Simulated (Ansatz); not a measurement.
Si₂H₆OBrF: several calculations on one system

Part 1: Relaxation

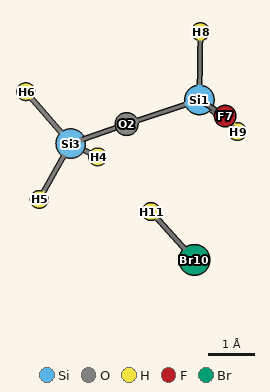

Starting structure of Si₂H₆OBrF. Style: ball-and-stick. Shown at a tilt.

The run prepares an end point of a later path (reaction) calculation, from a guessed geometry.

Computed with RKS PBE-D4/def2-SVP (Ansatz 0.2.0).

Input
```yaml
crystal:
  periodic: [false, false, false]
  atoms:
    - { symbol: Si, position_ang: [-0.156401, 0.153763, 0.018004] }
    - { symbol: O, position_ang: [-0.311936, 0.102093, 1.684551] }
    - { symbol: Si, position_ang: [-1.388539, -0.359531, 2.897818] }
    - { symbol: H, position_ang: [-2.423061, -1.297108, 2.340621] }
    - { symbol: H, position_ang: [-0.601023, -1.042839, 3.9762] }
    - { symbol: H, position_ang: [-2.058998, 0.863631, 3.452766] }
    - { symbol: F, position_ang: [1.438503, 0.264888, -0.295738] }
    - { symbol: H, position_ang: [-0.792545, 1.410607, -0.491669] }
    - { symbol: H, position_ang: [-0.713841, -1.07777, -0.61676] }
    - { symbol: Br, position_ang: [1.420047, -2.7316, 1.270495] }
    - { symbol: H, position_ang: [1.340194, -1.351635, 1.862512] }
basis:
  gaussian: { orbitals: def2-SVP }
hamiltonian:
  xc: pbe
  dispersion: d4
relax:
  f_tol: 0.03
  max_steps: 50
```

Command:
```bash
ansatz run input.yaml --threads 4 --pin off --max-ram 5120MiB --backend cpu --events-out ev --progress --plain --runs-dir out
```

What does the optimiser find from here?

Answer. The atom that moves furthest after the best rigid fit is Br10 (1.09 Å). Largest moves by element: Br 1.09 Å, H 0.94 Å, F 0.52 Å, O 0.44 Å, Si 0.22 Å. Some distances before and after: Si1–Br10 3.518 → 4.399 Å, Br10–H11 1.504 → 1.450 Å, O2–Si3 1.686 → 1.697 Å, Si1–H9 1.493 → 1.498 Å. Groups turn about O2–Si3 by about 55°. Over 14 accepted moves (16 points after the start) the energy falls by 0.132 eV. The largest force component goes from 1.2 to 0.025 eV/Å. The line search rejected the trial steps at points 9, 10 of the run. The forces were under the threshold at step 11, but the run went on from there. The run took 29 s on 4 threads of Arm Neoverse V1, with other jobs on the host, peak memory 0.18 GiB.

The structure at the end:

```xyz
11

Si   -0.2761    0.3072   -0.0744
O    -0.2962   -0.2931    1.4862
Si   -1.3482   -0.4994    2.8010
H    -2.3376   -1.5853    2.4883
H    -0.5067   -0.8675    3.9822
H    -2.0792    0.7920    3.0474
F     1.2101   -0.0307   -0.6515
H    -0.4540    1.7943   -0.0540
H    -1.2864   -0.4038   -0.9218
Br    1.9409   -2.7131    2.2303
H     1.1858   -1.5662    1.7650
```

After the run, drawn alike:

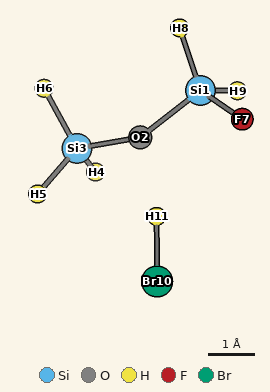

Limits of the set-up: the start holds two separate molecules, 2.2 Å apart at their closest, whose relative position is a soft coordinate.

Part 2: Relaxation

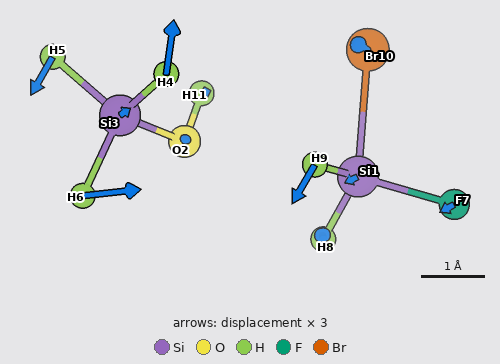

A relaxation of Si₂H₆OBrF. The starting structure is drawn; blue arrows show the displacements, magnified 3 times. The two geometries are superimposed by the best rigid fit.

A ball-and-stick model, seen from a free direction.

The run prepares an end point of a later path (reaction) calculation, from a guessed geometry.

The calculation used Ansatz, RKS PBE-D4/def2-SVP. Set-up: no spin polarisation; force threshold 0.03 eV/Å; at most 50 steps.

### Describe the change and its energy.

The atom that moves furthest after the best rigid fit is H6 (0.37 Å). By element the largest moves are H 0.37 Å, Br 0.27 Å, F 0.09 Å, Si 0.08 Å, O 0.06 Å. Among the contacts that change: Si1–Br10 2.294 → 2.257 Å, O2–H11 0.990 → 0.979 Å. The energy falls by 2.56 kJ/mol in 11 geometry steps. Largest force component: 0.43 eV/Å at the start, 0.026 eV/Å at the end. The run took 20 s on 4 threads of Arm Neoverse V1, on a shared host, peak memory 0.18 GiB.

Limits of the set-up: the start holds two separate molecules, 2.7 Å apart at their closest, whose relative position is a soft coordinate.

Part 3: Path

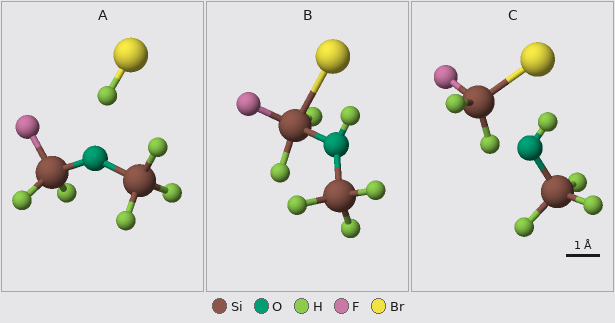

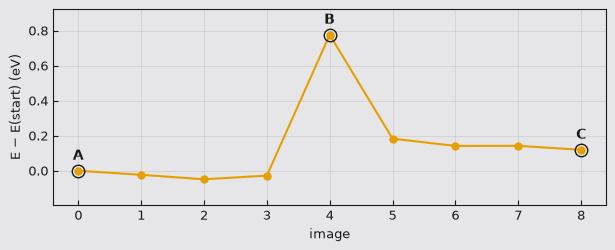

A search for the minimum-energy path of Si$_{2}$H$_{6}$OBrF by the nudged elastic band. Images are numbered from 0 (start) to 8 (end). Frames A to C are images 0, 4, 8. A ball-and-stick model, seen at a tilt.

Level of theory: RKS PBE-D4/def2-SVP in Ansatz. Settings: 7 movable images; climbing image; force threshold 0.05 eV/Å; iteration limit 60; starting path through a guess of the saddle point.

Question: Describe the mechanism and the energy profile.

Answer: Forward barrier 0.78 eV, backward barrier 0.66 eV, with image 4 at the top; the reaction energy is +0.12 eV. Image 2 lies below both ends, at −0.05 eV, which points to an intermediate minimum that so few images don't resolve. Breaking: Br–H (1.45 → 2.65 Å), O–Si (1.67 → 2.82 Å). Forming: H–O (1.97 → 0.98 Å), Br–Si (4.40 → 2.26 Å). The band converged in 38 iterations. The largest component of the band force went from 15 to 0.044 eV/Å. The climbing image converged on the top of the path. Its vibrational analysis gives one imaginary mode (86i cm⁻¹), as a transition state must have.

The run took 6.4 min on 4 threads of Arm Neoverse V1, on a shared host, peak memory 0.18 GiB.
